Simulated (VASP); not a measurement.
Band structure of Be (hcp). These are r2SCAN meta-GGA, VASP's PBE PAW potentials (set 64) (plane waves; VASP) values and carry that method's errors.

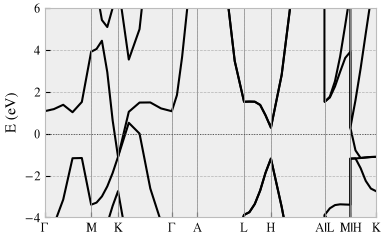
Bands along high-symmetry lines, zero at the valence-band maximum or, without a gap, the Fermi level

**Question.** Read the plot: is there a gap, and where are the band edges?

**Answer.** It has no gap at this level: it comes out as a metal or semimetal.

The compound is Be in the hcp structure. It was relaxed first.
